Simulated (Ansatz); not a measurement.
# Al2H3Cl: basis-set convergence

How large a basis does Al2H3Cl need? Two functionals are run in growing sets.

Program: Ansatz 0.2.0, Gaussian basis. Level of theory: one geometry, several basis sets. These are calculated values, not measurements.

Levels to be run: PBE0-D4/def2-SVP; ωB97M-V/def2-SVP; PBE0-D4/def2-QZVPP; ωB97M-V/def2-QZVPP; the functionals' def2-TZVPP values are taken from earlier runs.

### Step 1. Structure used throughout

All runs share one geometry, relaxed beforehand with PBE0-D4 in a triple-zeta def2 set.

SMILES `[AlH2][AlH][Cl]`, 6 atoms, charge 0, spin multiplicity 1.

Atoms are counted from 1 here; the program's logs count them from 0.

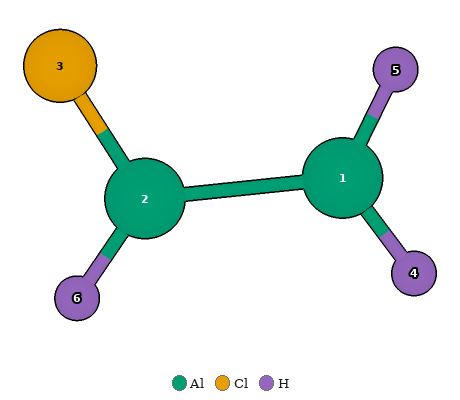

The geometry (aluminium teal, chlorine amber, hydrogen purple); atoms are numbered from 1 in the order of the file.

### Step 2. PBE0-D4 in def2-SVP

Contents of in.yaml:

```yaml
crystal:
  periodic: [false, false, false]
  atoms:
    - {symbol: Al, position_ang: [-0.893573, 0.255237, -0.988363]}
    - {symbol: Al, position_ang: [0.859361, -0.440896, 0.803590]}
    - {symbol: Cl, position_ang: [1.306493, 0.976144, 2.307152]}
    - {symbol: H, position_ang: [-1.279858, -0.722628, -2.184331]}
    - {symbol: H, position_ang: [-1.613061, 1.671457, -0.923444]}
    - {symbol: H, position_ang: [1.662738, -1.803414, 0.939195]}
basis:
  gaussian: {orbitals: def2-SVP}
hamiltonian: {xc: pbe0, dispersion: d4}
output: {orbitals: {seedname: orbitals}}
```

On the command line:

```console
> ansatz run in.yaml --threads 2 --pin off --events-out ev --progress --plain --max-ram 4352MiB
```

The runs that follow: ωB97M-V in def2-SVP; PBE0-D4 in def2-QZVPP; ωB97M-V in def2-QZVPP.

Q: Predict the results of all the runs planned. Wanted: PBE0-D4: double and triple zeta above quadruple; ωB97M-V: double and triple zeta above quadruple.

**Answer**, as computed:

```
                                       quantity          value
PBE0-D4: double and triple zeta above quadruple  9.78, 0.78 eV
ωB97M-V: double and triple zeta above quadruple  9.72, 0.76 eV
```

**Reading.** PBE0-D4 gains 9.00 eV from double to triple zeta, then 0.78 eV more. Total energies overstate the basis error of differences, where much of it tends to cancel.
